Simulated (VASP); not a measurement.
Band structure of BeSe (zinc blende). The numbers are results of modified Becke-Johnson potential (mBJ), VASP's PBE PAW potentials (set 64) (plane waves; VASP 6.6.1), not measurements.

mBJ is a potential without an energy functional, so only the levels count.

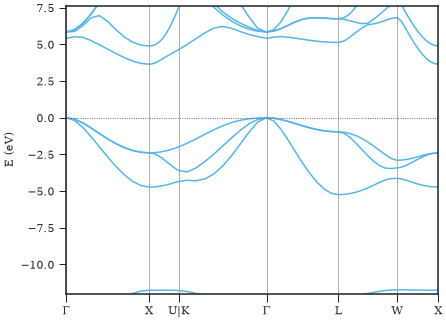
Figure. Bands along high-symmetry lines, zero at the valence-band maximum or, without a gap, the Fermi level

Task: Read the plot: is there a gap, and where are the band edges?

Result: The gap is indirect, 3.65 eV, from the valence maximum at Γ to the conduction minimum at X.

Measured: gap 4.00 eV (computed value off by -0.35 eV), as given by Das et al., (2018), arXiv:1807.05623.

The compound is BeSe in the zinc blende structure. It was relaxed first. The cell's shape comes from a PBE relaxation.
